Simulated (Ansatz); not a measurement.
CH$_{4}$ClF$_{2}$MoNO (SMILES C[N]=[Mo]([OH])([F])([F])[Cl])

Input

```
crystal:
  periodic: [false, false, false]
  atoms:
    - {symbol: C, position_ang: [0.992741, -1.522595, -0.565639]}
    - {symbol: N, position_ang: [0.118824, -0.456466, -0.292737]}
    - {symbol: Mo, position_ang: [-0.511078, 1.089850, 0.114926]}
    - {symbol: O, position_ang: [-1.885102, 0.597626, 1.238958]}
    - {symbol: F, position_ang: [-0.977544, 1.547467, -1.605293]}
    - {symbol: F, position_ang: [-0.819969, 2.925786, 0.507417]}
    - {symbol: Cl, position_ang: [1.491520, 1.512461, 1.144536]}
    - {symbol: H, position_ang: [1.129167, -1.641741, -1.645406]}
    - {symbol: H, position_ang: [1.965602, -1.309413, -0.104024]}
    - {symbol: H, position_ang: [0.602351, -2.458193, -0.152056]}
    - {symbol: H, position_ang: [-2.041112, -0.341683, 1.380119]}
basis:
  gaussian: {orbitals: def2-TZVPP}
hamiltonian: {xc: pbe0, dispersion: d4}
output: {orbitals: {seedname: orbitals}}
```

Launched as:

```sh
ansatz run in.yaml --threads 4 --pin off --events-out ev --progress --plain --max-ram 11315MiB
```

Geometry: PBE0-D4/def2-TZVP; core potentials replace the inner electrons of Mo.

Level of theory: Ansatz 0.2.0, RKS PBE0-D4/def2-TZVPP.

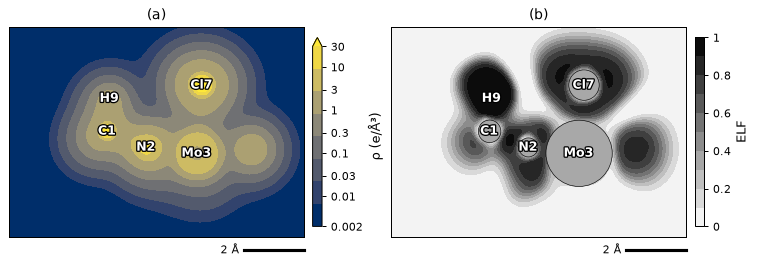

Figure 1. (a) electron density; (b) electron localisation function on the plane of atoms N2, C1 and H9. Grey discs cover the atomic cores in the ELF map.

Question: Describe what can be read from this map.

Answer: Atoms in the plane: C, N, Mo, Cl and H. C–N (1.41 Å): ρ at the midpoint is about 2.1 e/Å³; the ELF peaks at about 0.90 between the atoms: localised, covalent bonding. Mo–N (1.72 Å): ρ at the midpoint is about 1.7 e/Å³; the ELF peaks at about 0.75 in the valence shell of N, 0.5 Å from its nucleus, and drops to about 0.35 between the two atoms. Mo–Cl (2.29 Å): ρ is about 0.72 e/Å³ halfway; the ELF peaks at about 0.85 in the valence shell of Cl, 0.8 Å from its nucleus, and is about 0.45 at the midpoint.

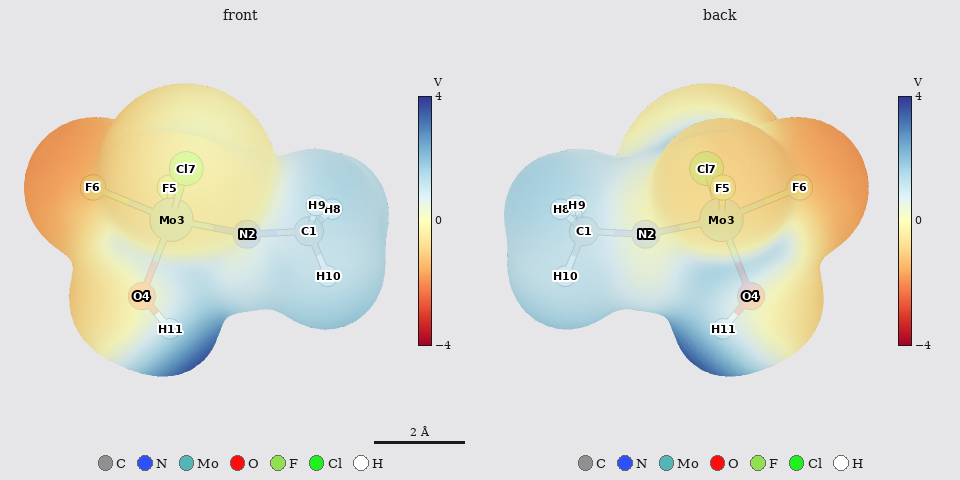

Figure 2. The molecular electrostatic potential painted on the density surface at 0.002 e/bohr³, seen from the front and from behind; the colour scale runs from red (negative) to blue (positive).

Question: Where is the surface potential most negative and most positive?

Answer: The most negative region (about −1.8 V) lies over F6, the most positive (about +3.4 V) over H11.

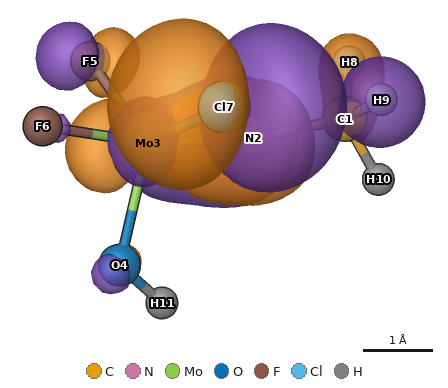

Figure 3. One frontier orbital at ±0.08 Å⁻³ᐟ² (orange and purple are the two phases), seen at a tilt.

Question: Which orbital is it: HOMO or LUMO?

Answer: The HOMO, at −8.41 eV. It lies mainly on Cl7 (about 55 %), N2 (about 20 %) and Mo3 (about 15 %); largely a combination of lone pairs on Cl7 and N2.
